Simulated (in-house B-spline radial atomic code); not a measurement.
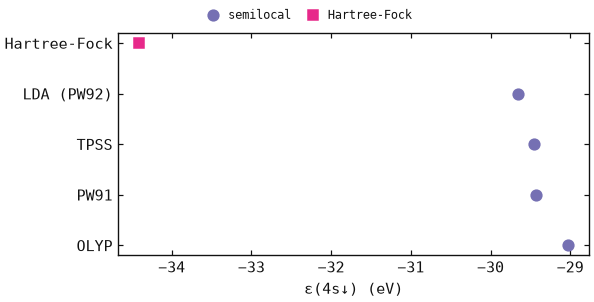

The Br⁺ ion; electrons: [Ar] 3d10 4s2 4p4 (high spin). All runs are scalar-relativistic, spin-polarised and spherical, computed with an in-house B-spline radial code (spin-free X2C). Hartree-Fock is the average over the configuration. The plot shows the eigenvalue (eV) of the 4s down orbital by 5 methods.

Rank the methods.

The deepest is Hartree-Fock (−34.4) and the shallowest OLYP (−29.0), a spread of 5.38 eV. In order (eV): Hartree-Fock (−34.4), LDA (PW92) (−29.7), TPSS (−29.5), PW91 (−29.4), OLYP (−29.0). On the whole, exact exchange removes self-interaction and deepens occupied levels.
